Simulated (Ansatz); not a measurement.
A series of calculations on GaNH$_{4}$O

Part 1: Relaxation

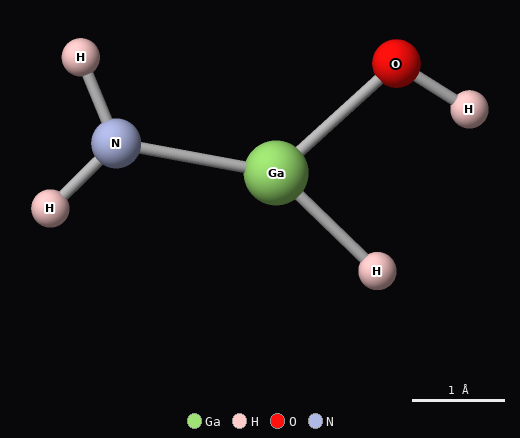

Starting structure of GaNH$_{4}$O. The picture is a ball-and-stick view, seen face on.

The run prepares an end point of a later path (reaction) calculation, from a guessed geometry.

Method: RKS B3LYP/def2-SVP (Ansatz).

The input:
```yaml
crystal:
  periodic: [false, false, false]
  atoms:
    - { symbol: Ga, position_ang: [0.031211, -0.2269, 0.145663] }
    - { symbol: H, position_ang: [0.618842, -0.576545, 1.532996] }
    - { symbol: O, position_ang: [1.720808, -0.020655, -0.381274] }
    - { symbol: H, position_ang: [2.268424, -0.326002, 0.352975] }
    - { symbol: "N", position_ang: [-1.458549, 0.081932, -0.815587] }
    - { symbol: H, position_ang: [-2.385382, -0.201543, -0.510807] }
    - { symbol: H, position_ang: [-1.433154, 0.317813, -1.805465] }
basis:
  gaussian: { orbitals: def2-SVP }
hamiltonian:
  xc: b3lyp
relax:
  f_tol: 0.03
  max_steps: 50
```

Run as
```bash
ansatz run input.yaml --threads 2 --pin off --max-ram 3072MiB --backend cpu --events-out ev --progress --plain --runs-dir out
```

Predict the outcome.

After 6 geometry steps the energy has fallen by 67.4 kJ/mol. The largest force component goes from 1.5 to 0.024 eV/Å. The atom that moves furthest after the best rigid fit is H2 (0.66 Å). Largest moves by element: H 0.66 Å, O 0.20 Å, Ga 0.18 Å, N 0.16 Å. Among the contacts that change: Ga1–O3 1.782 → 1.797 Å, Ga1–H2 1.547 → 1.559 Å, Ga1–N5 1.800 → 1.811 Å. Among the angles between lasting bonds that change: H2–Ga1–O3 86.1° → 123.6°, H2–Ga1–N5 146.3° → 124.3°, O3–Ga1–N5 127.4° → 112.1°. The run took 11 s on 2 threads of Arm Neoverse V2, on a shared host, peak memory 0.15 GiB.

Final geometry:

```xyz
7

Ga    0.1078   -0.2743    0.3016
H     0.0243   -0.6949    1.8007
O     1.6549   -0.0046   -0.5710
H     2.4464   -0.1461   -0.0377
N    -1.3304    0.0019   -0.7631
H    -2.2948   -0.1113   -0.4765
H    -1.2461    0.2775   -1.7355
```

The end point in the same view:

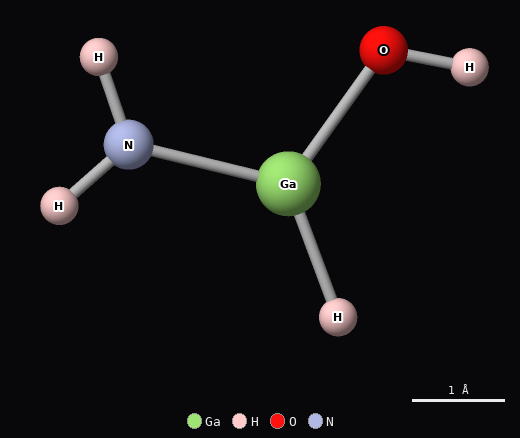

Part 2: Relaxation

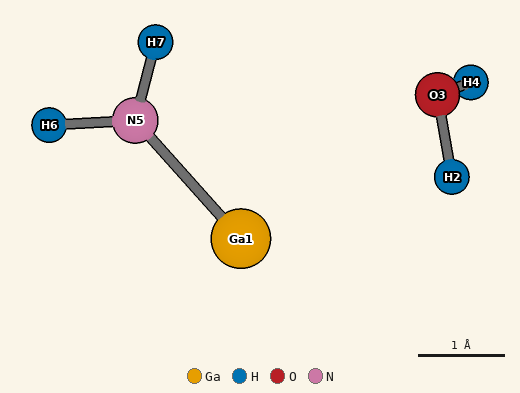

This is the input geometry for a relaxation of GaNH₄O. A ball-and-stick model, seen at a tilt.

The run prepares an end point of a later path (reaction) calculation, from a guessed geometry.

All numbers below come from RKS B3LYP/def2-SVP in Ansatz.

Input file:
```yaml
crystal:
  periodic: [false, false, false]
  atoms:
    - { symbol: Ga, position_ang: [-0.969627, -0.880848, 0.671871] }
    - { symbol: H, position_ang: [1.579747, 0.063273, 1.222482] }
    - { symbol: O, position_ang: [1.778402, 0.205835, 0.268109] }
    - { symbol: H, position_ang: [2.197142, -0.629395, 0.011682] }
    - { symbol: "N", position_ang: [-1.608398, -0.082941, -0.897173] }
    - { symbol: H, position_ang: [-2.561624, -0.147053, -1.253199] }
    - { symbol: H, position_ang: [-1.053442, 0.51923, -1.505272] }
basis:
  gaussian: { orbitals: def2-SVP }
hamiltonian:
  xc: b3lyp
relax:
  f_tol: 0.03
  max_steps: 50
```

Launched with:
```bash
ansatz run input.yaml --threads 2 --pin off --max-ram 3072MiB --backend cpu --events-out ev --progress --plain --runs-dir out
```

### What does the optimiser find from here?

After 26 accepted moves (33 points after the start) the energy has fallen by 17.1 kJ/mol. Largest force component: 0.75 eV/Å at the start, 0.016 eV/Å at the end. The line search rejected the trial steps at points 1, 8, 10, 14, 18, 25, 29 of the run. The forces were under the threshold at step 11, but the run went on from there. The atom that moves furthest after the best rigid fit is H4 (1.52 Å). By element the largest moves are H 1.52 Å, Ga 0.74 Å, N 0.64 Å, O 0.55 Å. Near-neighbour distances that change, for instance: Ga1–O3 2.983 → 2.452 Å, Ga1–N5 1.873 → 1.968 Å, O3–H4 0.969 → 0.993 Å, H2–O3 0.985 → 0.968 Å. Among the angles between lasting bonds that change: Ga1–N5–H6 125.8° → 118.9°, Ga1–N5–H7 124.4° → 119.0°, H2–O3–H4 102.6° → 106.4°. The run took 46 s on 2 threads of Arm Neoverse V2, with other jobs on the host, peak memory 0.15 GiB.

Step by step:

```tsv
step	E − E(0), kJ/mol	largest force component, eV/Å	note
0	0.00	0.7481	
1	3.27	2.3043	rejected
2	-2.72	0.6584	
3	-4.43	0.9960	
4	-5.83	1.2758	
5	-8.18	0.3583	
6	-8.50	0.1247	
7	-8.92	0.0735	
8	-8.82	0.0381	rejected
9	-9.03	0.0495	
10	-9.02	0.2775	rejected
11	-9.11	0.0188	
12	-9.21	0.0441	
14	-9.28	0.3761	rejected
15	-9.49	0.1249	
16	-9.66	0.1284	
17	-9.83	0.2892	
18	-9.71	0.4833	rejected
20	-10.54	0.0534	
21	-10.93	0.1877	
22	-11.03	0.5138	
23	-12.06	0.2690	
25	-12.31	0.8634	rejected
26	-14.44	0.2090	
27	-15.63	0.1896	
28	-16.47	0.2841	
29	-16.32	0.2580	rejected
31	-17.07	0.0468	
32	-17.08	0.0749	
33	-17.10	0.0165
```

Final geometry:

```xyz
7

Ga   -1.0437   -0.3119    1.1350
H     1.8845   -0.5698    0.7085
O     1.2747    0.1474    0.4834
H     0.8085   -0.1324   -0.3478
N    -0.9800   -0.1543   -0.8254
H    -1.6294   -0.7092   -1.3864
H    -0.9523    0.7783   -1.2487
```

The end point in the same view:

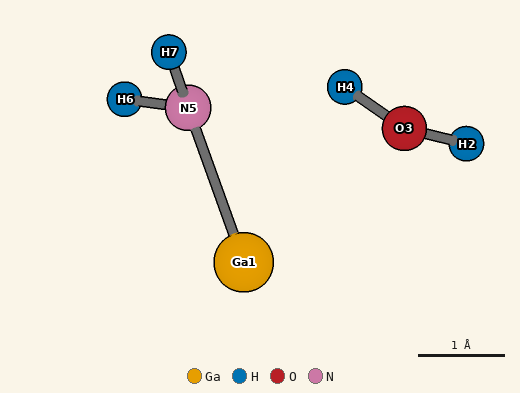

Limits of the set-up: the start holds two separate molecules, 2.8 Å apart at their closest, whose relative position is a soft coordinate and is computed without a dispersion correction.

Part 3: Path

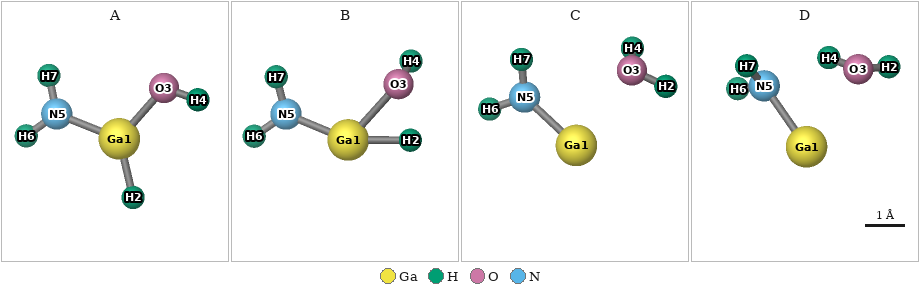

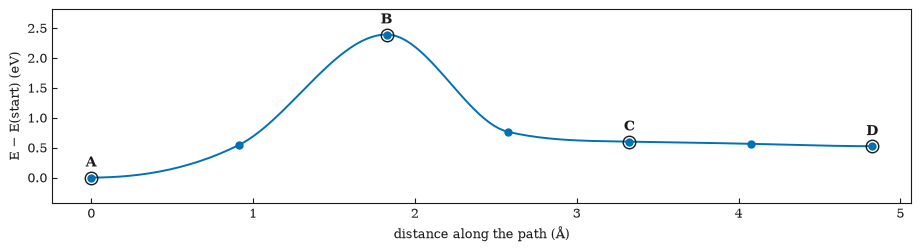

A nudged-elastic-band calculation for GaNH$_{4}$O. Images are numbered from 0 (start) to 6 (end). Frames A to D are images 0, 2, 4, 6. A ball-and-stick model, seen at a tilt.

Level of theory: RKS B3LYP/def2-SVP in Ansatz 0.2.0. Set-up: 5 movable images; climbing image; force threshold 0.03 eV/Å; iteration limit 60; starting path through a guess of the saddle point.

Question: What happens along the path, and what is the barrier?

Answer: Breaking: Ga1–H2 (1.56 → 1.62 at the top → 2.97 Å), Ga1–O3 (1.80 → 1.99 at the top → 2.45 Å). Forming: H2–O3 (2.96 → 1.50 at the top → 0.97 Å). The energy climbs by 2.39 eV to image 2 and then falls by 1.87 eV, so the end point sits at +0.52 eV. The band converged in 16 iterations. The largest component of the band force went from 12 to 0.0072 eV/Å. The climbing image converged on the top of the path. Its vibrational analysis gives one imaginary mode (1292i cm⁻¹), as a transition state must have.
